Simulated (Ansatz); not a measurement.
**Fields on a plane of C (graphite type, space group P6_3/mmc)**

```xyz
4
Lattice="2.4583 0.0000 0.0000 -1.2291 2.1289 0.0000 0.0000 0.0000 6.5648" Properties=species:S:1:pos:R:3 pbc="T T T"
C      0.0000     0.0000     1.6412
C      0.0000     0.0000     4.9236
C      0.0000     1.4193     1.6412
C      1.2291     0.7096     4.9236
```

The slice is a (1 -1 0 0) plane (indices of the conventional cell) through the point (0.000, 0.000, 0.250) (fractional), spanned by u = [110] and v = [001] in vectors of this cell: u (2.46 Å) and v (6.56 Å, at 90° to u). It covers one period; positions are fractions (u, v).

Atoms on it: C at (0.00, 0.00); C at (0.00, 0.50). Other atoms lie within 1 Å of the plane.

These are PBEsol-D3(BJ) (plane waves to 420 eV, PAW, scalar-relativistic; Ansatz, a quantum-chemistry and plane-wave program) values and carry that method's errors. k mesh 15×15×5. These are valence fields of a PAW run, semicore shells included where kept as valence: close to a nucleus they are smooth pseudo fields. C was relaxed with its symmetry unable to fall.

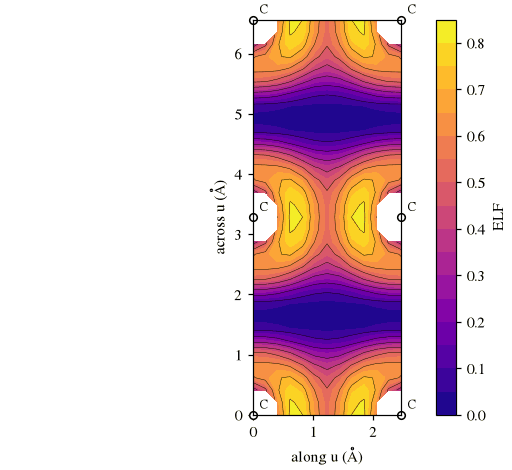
*Electron localisation function (ELF), one period of the plane, atoms marked. Points within 0.3 Å of a nucleus are left white, as the pseudised field means little there.*

| v \ u | 0.00 | 0.17 | 0.33 | 0.50 | 0.67 | 0.83 |
|---|---|---|---|---|---|---|
| 0.88 | 1.3 | 4.0 | 6.7 | 6.8 | 6.7 | 4.0 |
| 0.75 | 9.7 | 9.7 | 9.8 | 9.8 | 9.8 | 9.7 |
| 0.62 | 1.3 | 4.0 | 6.7 | 6.8 | 6.7 | 4.0 |
| 0.50 | x | x | <1.0 | <1.0 | <1.0 | x |
| 0.38 | 1.2 | 4.1 | 6.7 | 6.8 | 6.7 | 4.1 |
| 0.25 | 9.6 | 9.7 | 9.8 | 9.8 | 9.8 | 9.7 |
| 0.12 | 1.2 | 4.1 | 6.7 | 6.8 | 6.7 | 4.1 |
| 0.00 | x | x | <1.0 | <1.0 | <1.0 | x |

Values: electrostatic potential energy of an electron, from the cell's mean, in eV. Points within 0.6 Å of a nucleus are blanked (x), as the pseudised field means little there. Values under 1 eV are set to 1. The zero, the cell's mean, hangs on the PAW cores.
